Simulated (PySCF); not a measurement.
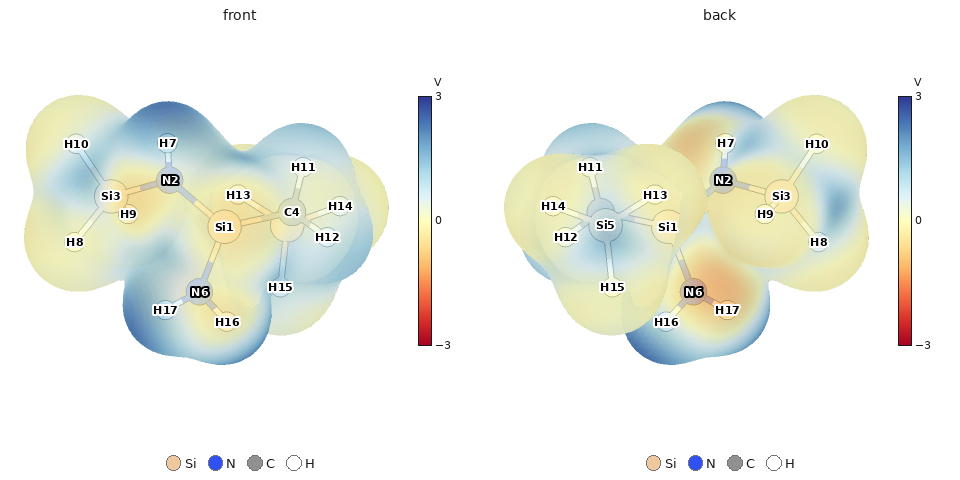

Figure. CH11N2Si3 (SMILES N[Si](C[SiH3])N[SiH3]) (doublet). The molecular electrostatic potential painted on the density surface at 0.004 e/bohr³, seen from the front and from behind; the colour scale runs from red (negative) to blue (positive).

Geometry: PBE0-D3(BJ)/def2-SVP.

Computed with PySCF 2.14.0, density-fitted response routines, UKS B3LYP, IGLO-III on C N Si, pcH-1 on H, non-relativistic, mean-field spin-orbit, GIAO.

```json
{"atom": "Si", "x (Å)": "1.4054", "y (Å)": "0.0717", "z (Å)": "0.0902"}
{"atom": "N", "x (Å)": "0.5675", "y (Å)": "1.2558", "z (Å)": "1.0627"}
{"atom": "Si", "x (Å)": "-0.7298", "y (Å)": "0.9092", "z (Å)": "2.1833"}
{"atom": "C", "x (Å)": "0.8900", "y (Å)": "0.0989", "z (Å)": "-1.7296"}
{"atom": "Si", "x (Å)": "-0.8890", "y (Å)": "-0.4416", "z (Å)": "-2.0461"}
{"atom": "N", "x (Å)": "0.8453", "y (Å)": "-1.4434", "z (Å)": "0.7410"}
{"atom": "H", "x (Å)": "0.9629", "y (Å)": "2.1896", "z (Å)": "1.1155"}
{"atom": "H", "x (Å)": "-0.3119", "y (Å)": "0.0269", "z (Å)": "3.3202"}
{"atom": "H", "x (Å)": "-1.9007", "y (Å)": "0.2708", "z (Å)": "1.5149"}
{"atom": "H", "x (Å)": "-1.1540", "y (Å)": "2.2200", "z (Å)": "2.7670"}
{"atom": "H", "x (Å)": "1.0139", "y (Å)": "1.1348", "z (Å)": "-2.0894"}
{"atom": "H", "x (Å)": "1.5758", "y (Å)": "-0.5260", "z (Å)": "-2.3270"}
{"atom": "H", "x (Å)": "-1.8379", "y (Å)": "0.3348", "z (Å)": "-1.1952"}
{"atom": "H", "x (Å)": "-1.2640", "y (Å)": "-0.2339", "z (Å)": "-3.4814"}
{"atom": "H", "x (Å)": "-1.0511", "y (Å)": "-1.8982", "z (Å)": "-1.7448"}
{"atom": "H", "x (Å)": "0.7649", "y (Å)": "-2.2597", "z (Å)": "0.1437"}
{"atom": "H", "x (Å)": "1.0953", "y (Å)": "-1.7150", "z (Å)": "1.6866"}
```

> Describe the electrostatic potential map.

The most negative region (about −1.0 V) lies over N6, the most positive (about +2.4 V) over H7, H16 and H17. N6 is the likeliest acceptor of a hydrogen bond.
